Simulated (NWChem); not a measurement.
# One shape, several levels: NF3 (nitrogen trifluoride)

Aim: a comparison of 6 runs (HF/STO-3G, HF/3-21G, r2SCAN/cc-pVTZ, B3LYP/cc-pVTZ, PBE/cc-pVTZ, PBE0/cc-pVTZ) of NF3 (nitrogen trifluoride). 

The calculation is run with NWChem 7.3.0.

### Step 1. The structure to begin with

NF3 has 4 atoms, charge 0, and is taken as a singlet. As SMILES, `FN(F)F`. The coordinates come from a PBE0-D4/def2-TZVP relaxation.

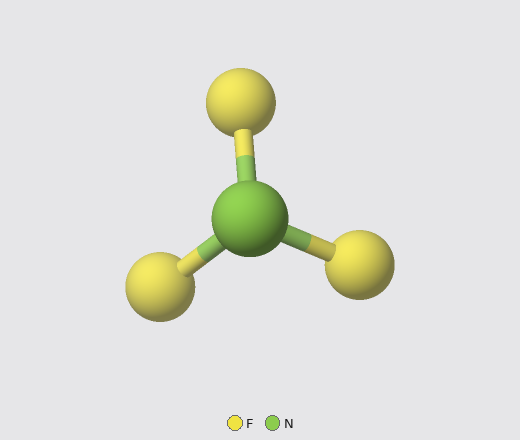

The structure, seen from a chosen angle (fluorine yellow, nitrogen green).

### Step 2. Energy and gradient at HF/STO-3G (run 1)

Contents of run.py:

```python
from ase import Atoms
from ase.calculators.nwchem import NWChem

atoms = Atoms('FNFF', positions=[
    [0.614010, 0.000340, 1.066930],
    [0.353420, -0.074150, -0.266250],
    [-0.636280, -1.006490, -0.312240],
    [-0.331150, 1.080310, -0.488440],
])

calc = NWChem(
    label='mymol',
    theory='scf',
    memory='2200 mb',
    basis='STO-3G',
    basispar='spherical bse',
    scf={'nopen': '0', 'rhf': None, 'thresh': '1e-08', 'maxiter': '80'},
)
atoms.calc = calc

forces = atoms.get_forces()
e = atoms.get_potential_energy()
print(f"E = {e:.6f} eV")
print("forces (eV/A):")
for s, f in zip(atoms.symbols, forces):
    print(f"{s:2s} {f[0]:10.5f} {f[1]:10.5f} {f[2]:10.5f}")
print("dipole (e A):", atoms.get_dipole_moment().round(4))
```

Run with:

```bash
export ASE_NWCHEM_COMMAND="nwchem PREFIX.nwi > PREFIX.nwo"
python run.py
```

Output:

```text
E = -9462.816650 eV
forces (eV/A):
F     0.51458    0.07724    1.80800
N     1.60735   -0.33887   -1.21125
F    -1.27923   -1.36716   -0.17165
F    -0.84270    1.62879   -0.42511
dipole (e A): [-0.0643  0.0135  0.0484]
```

The calculator wrote mymol.nwi:

```
title "mymol"

permanent_dir mymol

scratch_dir mymol

start mymol

geometry units angstrom nocenter noautosym noautoz
  F  6.1400999999999994e-01 3.4000000000000002e-04 1.0669299999999999e+00
  N  3.5342000000000001e-01 -7.4149999999999994e-02 -2.6624999999999999e-01
  F  -6.3627999999999996e-01 -1.0064900000000001e+00 -3.1224000000000002e-01
  F  -3.3115000000000000e-01 1.0803100000000001e+00 -4.8843999999999999e-01
end

memory 2200 mb

basis spherical bse noprint
   * library STO-3G
end

scf
  nopen 0
  rhf
  thresh 1e-08
  maxiter 80
end

task scf gradient
```

mymol.nwo:

```text
Northwest Computational Chemistry Package (NWChem) 7.3.0
             --------------------------------------------------------

           Job information
           ---------------

    nwchem branch   = 7.3.0
    use scalapack   = T
    input           = mymol.nwi
    prefix          = mymol.
    data base       = mymol/mymol.db
    status          = startup
    nproc           =        1

           Memory information
           ------------------

    heap     =     72089594 doubles =      550.0 Mbytes
    stack    =     72089599 doubles =      550.0 Mbytes
    global   =    144179200 doubles =     1100.0 Mbytes (distinct from heap & stack)
    total    =    288358393 doubles =     2200.0 Mbytes
    verify   = yes
    hardfail = no

           Directory information
           ---------------------

  0 permanent = mymol
  0 scratch   = mymol

                                NWChem Input Module
                                -------------------

                                       mymol
                                       -----

[... 107 lines left out ...]
 Convergence threshold     :          1.000E-08
[... 13 lines left out ...]
       Final RHF  results
[... 3 lines left out ...]
      One-electron energy =   -754.911839297127
[... 1 line left out ...]
 Nuclear repulsion energy =    134.276069306411
[... 28 lines left out ...]
                       ROHF Final Molecular Orbital Analysis
[... 144 lines left out ...]
     1   1 0 0     -0.121461      0.000000     -1.335734
[... 8 lines of this table left out ...]
     2   0 0 2    -12.992587      0.000000     49.158868

                              NWChem Gradients Module
                              -----------------------

                                       mymol

  wavefunction    =   RHF

                         RHF ENERGY GRADIENTS

    atom               coordinates                        gradient
                 x          y          z           x          y          z
   1 F       1.160311   0.000643   2.016205   -0.010007  -0.001502  -0.035160
   2 N       0.667867  -0.140123  -0.503140   -0.031258   0.006590   0.023555
   3 F      -1.202395  -1.901990  -0.590048    0.024877   0.026587   0.003338
   4 F      -0.625783   2.041490  -0.923018    0.016388  -0.031675   0.008267

                 ----------------------------------------
                 |  Time  |  1-e(secs)   |  2-e(secs)   |
                 ----------------------------------------
                 |  CPU   |       0.00   |       0.03   |
                 ----------------------------------------
                 |  WALL  |       0.00   |       0.03   |
                 ----------------------------------------

 Task  times  cpu:        0.3s     wall:        0.3s
 Total times  cpu:        0.3s     wall:        0.3s
```

Run time: 1.1 s. Hardware: 1 thread of Intel Xeon 6975P-C (Granite Rapids), shared host; peak memory 0.1 GiB.

### Step 3. Energy and gradient at HF/3-21G (run 2)

Contents of run.py:

```python
from ase import Atoms
from ase.calculators.nwchem import NWChem

system = Atoms('FNFF', positions=[
    [0.614010, 0.000340, 1.066930],
    [0.353420, -0.074150, -0.266250],
    [-0.636280, -1.006490, -0.312240],
    [-0.331150, 1.080310, -0.488440],
])

calc = NWChem(
    label='f3n',
    theory='scf',
    memory='2200 mb',
    basis='3-21G',
    basispar='spherical bse',
    scf={'nopen': '0', 'rhf': None, 'thresh': '1e-08', 'maxiter': '80'},
)
system.calc = calc

forces = system.get_forces()
print(f"energy = {system.get_potential_energy():.6f} eV")
print("forces (eV/A):")
for s, f in zip(system.symbols, forces):
    print(f"{s:2s} {f[0]:10.5f} {f[1]:10.5f} {f[2]:10.5f}")
print("dipole (e A):", system.get_dipole_moment().round(4))
```

Run with:

```bash
export ASE_NWCHEM_COMMAND="nwchem PREFIX.nwi > PREFIX.nwo"
python run.py
```

Output:

```text
energy = -9541.084855 eV
forces (eV/A):
F     0.49129    0.09117    1.93316
N     1.83186   -0.38536   -1.38027
F    -1.39081   -1.42429   -0.14352
F    -0.93233    1.71847   -0.40937
dipole (e A): [ 0.0582 -0.0122 -0.0439]
```

The calculator wrote f3n.nwi:

```
title "f3n"

permanent_dir f3n

scratch_dir f3n

start f3n

geometry units angstrom nocenter noautosym noautoz
  F  6.1400999999999994e-01 3.4000000000000002e-04 1.0669299999999999e+00
  N  3.5342000000000001e-01 -7.4149999999999994e-02 -2.6624999999999999e-01
  F  -6.3627999999999996e-01 -1.0064900000000001e+00 -3.1224000000000002e-01
  F  -3.3115000000000000e-01 1.0803100000000001e+00 -4.8843999999999999e-01
end

memory 2200 mb

basis spherical bse noprint
   * library 3-21G
end

scf
  nopen 0
  rhf
  thresh 1e-08
  maxiter 80
end

task scf gradient
```

f3n.nwo:

```text
Northwest Computational Chemistry Package (NWChem) 7.3.0
             --------------------------------------------------------

           Job information
           ---------------

    nwchem branch   = 7.3.0
    use scalapack   = T
    input           = f3n.nwi
    prefix          = f3n.
    data base       = f3n/f3n.db
    status          = startup
    nproc           =        1

           Memory information
           ------------------

    heap     =     72089594 doubles =      550.0 Mbytes
    stack    =     72089599 doubles =      550.0 Mbytes
    global   =    144179200 doubles =     1100.0 Mbytes (distinct from heap & stack)
    total    =    288358393 doubles =     2200.0 Mbytes
    verify   = yes
    hardfail = no

           Directory information
           ---------------------

  0 permanent = f3n
  0 scratch   = f3n

                                NWChem Input Module
                                -------------------

                                        f3n
                                        ---

[... 107 lines left out ...]
 Convergence threshold     :          1.000E-08
[... 13 lines left out ...]
       Final RHF  results
[... 3 lines left out ...]
      One-electron energy =   -755.136180299911
[... 1 line left out ...]
 Nuclear repulsion energy =    134.276069306411
[... 35 lines left out ...]
                       ROHF Final Molecular Orbital Analysis
[... 177 lines left out ...]
     1   1 0 0      0.110061      0.000000     -1.335734
[... 8 lines of this table left out ...]
     2   0 0 2    -14.937538      0.000000     49.158868

                              NWChem Gradients Module
                              -----------------------

                                        f3n

  wavefunction    =   RHF

                         RHF ENERGY GRADIENTS

    atom               coordinates                        gradient
                 x          y          z           x          y          z
   1 F       1.160311   0.000643   2.016205   -0.009554  -0.001773  -0.037594
   2 N       0.667867  -0.140123  -0.503140   -0.035624   0.007494   0.026842
   3 F      -1.202395  -1.901990  -0.590048    0.027047   0.027698   0.002791
   4 F      -0.625783   2.041490  -0.923018    0.018131  -0.033419   0.007961

                 ----------------------------------------
                 |  Time  |  1-e(secs)   |  2-e(secs)   |
                 ----------------------------------------
                 |  CPU   |       0.00   |       0.04   |
                 ----------------------------------------
                 |  WALL  |       0.00   |       0.04   |
                 ----------------------------------------

 Task  times  cpu:        0.4s     wall:        0.4s
 Total times  cpu:        0.4s     wall:        0.4s
```

Run time: 1.2 s. Hardware: 1 thread of Intel Xeon 6975P-C (Granite Rapids), shared host; peak memory 0.1 GiB.

Runs 3 to 5 aren't shown in full; the table further down has their settings and results.

### Step 4. Energy and forces at PBE0/cc-pVTZ (run 6)

Contents of f3n.nw:

```
start f3n
title "F3N"
memory stack 880 mb heap 220 mb global 1100 mb

geometry noautosym nocenter noautoz
  F     0.614010    0.000340    1.066930
  N     0.353420   -0.074150   -0.266250
  F    -0.636280   -1.006490   -0.312240
  F    -0.331150    1.080310   -0.488440
end

basis spherical bse
  * library cc-pVTZ
end

dft
  xc pbe0
  mult 1
  grid fine
  convergence energy 1e-08
  iterations 100
  mulliken
end

task dft gradient
```

Run with:

```bash
nwchem f3n.nw > f3n.out
```

Output:

```text
[...]
          Wavefunction type:  closed shell.
          No. of atoms     :     4
          No. of electrons :    34
[...]
          Charge           :     0
          Spin multiplicity:     1
[...]
          AO basis - number of functions:   120
[...]
              XC Information
              --------------
                         PBE0 Method XC Functional
                     Hartree-Fock (Exact) Exchange  0.250
          PerdewBurkeErnzerhof Exchange Functional  0.750
            Perdew 1991 LDA Correlation Functional  1.000 local
           PerdewBurkeErnz. Correlation Functional  1.000 non-local
[...]
 d= 0,ls=0.0,diis     1   -353.6388106793 -4.88D+02  1.16D-02  2.59D+00     2.0
[...]
 d= 0,ls=0.0,diis     8   -353.8833391142  6.63D-09  1.26D-06  2.11D-07    13.5
         Total DFT energy =     -353.883339114214
      One electron energy =     -758.303710761934
           Coulomb energy =      307.941986019528
    Exchange-Corr. energy =      -37.797683678220
 Nuclear repulsion energy =      134.276069306411
[...]
      Total Density - Mulliken Population Analysis
     ---------------------------------------------
    Atom       Charge   Shell Charges
 -----------   ------   -------------------------------------------------------
    1 F    9     9.11   1.94  0.28  1.07  0.63  1.55  2.36  1.26  0.00  0.02  0.00
    2 N    7     6.67   1.94  0.26  1.05  0.47  0.83  1.52  0.37  0.02  0.18  0.02
    3 F    9     9.11   1.94  0.28  1.07  0.63  1.55  2.36  1.26  0.00  0.02  0.00
    4 F    9     9.11   1.94  0.28  1.07  0.63  1.55  2.36  1.26  0.00  0.02  0.00
[...]
  wavefunction    = closed shell
                         DFT ENERGY GRADIENTS
    atom               coordinates                        gradient
                 x          y          z           x          y          z
   1 F       1.160311   0.000643   2.016205   -0.000164  -0.000021  -0.000589
   2 N       0.667867  -0.140123  -0.503140   -0.000524   0.000112   0.000397
   3 F      -1.202395  -1.901990  -0.590048    0.000409   0.000443   0.000051
   4 F      -0.625783   2.041490  -0.923018    0.000279  -0.000534   0.000141
[...]
```

Wall time 19 s (1 thread of Intel Xeon 6975P-C (Granite Rapids), shared host); peak memory 0.13 GiB.

### Step 5. Overview of the runs

```
run           level  iteration cap  module  energy (Eh)  dipole moment (D)  HOMO energy (eV)  LUMO energy (eV)  wall time
  1       HF/STO-3G             80     scf  -347.752101               0.39            -10.60             12.82      1.1 s
  2        HF/3-21G             80     scf  -350.628404               0.36            -14.76              7.07      1.2 s
  3  r2SCAN/cc-pVTZ            100     dft  -354.083498                  –                 –                 –       24 s
  4   B3LYP/cc-pVTZ            100     dft  -354.221986               0.12             -9.83              0.58       23 s
  5     PBE/cc-pVTZ            100     dft  -353.905037               0.03             -8.12             -0.46       23 s
  6    PBE0/cc-pVTZ            100     dft  -353.883339               0.12            -10.09              1.04       19 s
```

### Step 6. Summary of results

| quantity | value |
| --- | --- |
| run 6: total energy | -353.88334 Eh |
| run 6: dipole moment | 0.12 D |
| run 6: HOMO energy | -10.09 eV |
| run 6: LUMO energy | 1.04 eV |
| run 6: HOMO–LUMO gap | 11.12 eV |
| run 6: largest force on an atom | 0.034 eV/Å |

**Reading.** Over runs 1, 2, 4, 5, 6 the dipole moment (its size) runs from 0.03 D (PBE/cc-pVTZ) to 0.39 D (HF/STO-3G). The two ends differ in method and basis. The two dipoles point in opposite directions. Over runs 1, 2, 4, 5, 6 the HOMO–LUMO gap runs from 7.66 eV (PBE/cc-pVTZ) to 23.43 eV (HF/STO-3G). Totals of different functionals can't be ranked against each other. In run 1 the basis is minimal, so the values are rough. All runs together took 91 s, the longest 24 s.
